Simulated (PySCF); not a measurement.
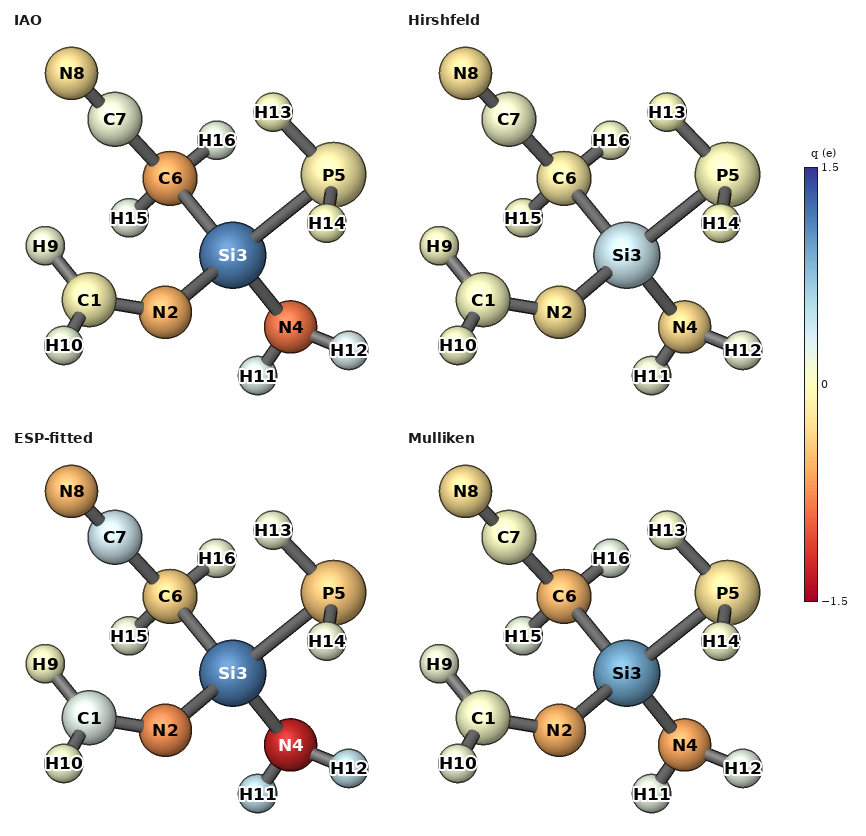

Atomic charges of one calculation by 4 schemes, on one colour scale. Computed geometry: GFN2-xTB optimisation. No frequency run is at hand to confirm it as a minimum. Computed with PBE0/pcSseg-1 (PySCF 2.14.0).

**Which scheme gives the most polar picture (largest mean size of the charges)?**

The ESP-fitted charges are the largest in size here, and the Hirshfeld charges the smallest.

**On which atom do the schemes disagree most?**

On N4 (from −1.26 to −0.32 e).

List the charges (e), one line for each set of equivalent atoms.

```
atom    IAO  Hirshfeld  ESP-fitted  Mulliken
  C1  −0.07       0.03        0.23      0.06
  N2  −0.54      −0.25       −0.72     −0.56
 Si3   1.11       0.40        1.11      0.90
  N4  −0.84      −0.32       −1.26     −0.62
  P5  −0.12      −0.02       −0.41     −0.22
  C6  −0.61      −0.14       −0.36     −0.51
  C7   0.14       0.08        0.36      0.03
  N8  −0.28      −0.24       −0.50     −0.27
  H9   0.12       0.04        0.04      0.13
 H10   0.14       0.05        0.07      0.12
 H11   0.26       0.12        0.46      0.19
 H12   0.27       0.12        0.45      0.21
 H13   0.01       0.00        0.12      0.08
 H14   0.01       0.00        0.13      0.07
 H15   0.19       0.07        0.15      0.19
 H16   0.20       0.07        0.13      0.20
```

The geometry is semi-empirical. Around P, Si such bond lengths and angles can be off by a tenth of an ångström or more and by several degrees, and values that hang on the shape move with them.
